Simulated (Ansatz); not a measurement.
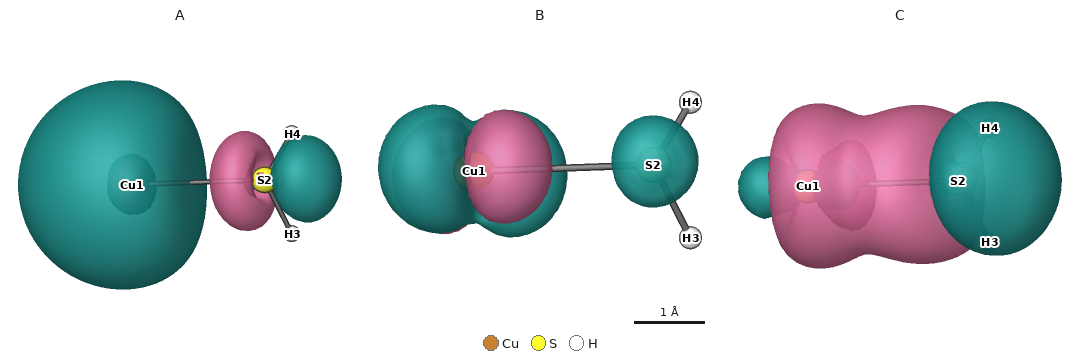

*CuH2S (charge +1). Three frontier orbitals at ±0.08 Å⁻³ᐟ² (teal and pink are the two phases), in no order.*

Geometry: rigid move from PBE0-D4/def2-TZVP.

Theory: RKS PBE0-D4/def2-TZVPPD (Ansatz 0.2.0).

```xyz
4

Cu   -0.8310   -0.3047   -1.5897
S     0.5522   -0.3831    0.7981
H     1.3531    0.6931    0.6471
H    -0.3139    0.2735    1.5989
```

> Order the three orbitals by energy and name them.

B is the HOMO−1 (−14.22 eV). It lies mainly on Cu1 (about 95 %). C is the HOMO (−13.49 eV). Its weight (Hirshfeld) is mainly on S2 (about 55 %) and Cu1 (about 40 %). A is the LUMO (−8.41 eV). By Hirshfeld shares it lies mainly on Cu1 (about 85 %) and S2 (about 10 %).

> What is the HOMO–LUMO gap?

5.08 eV between the orbital energies.
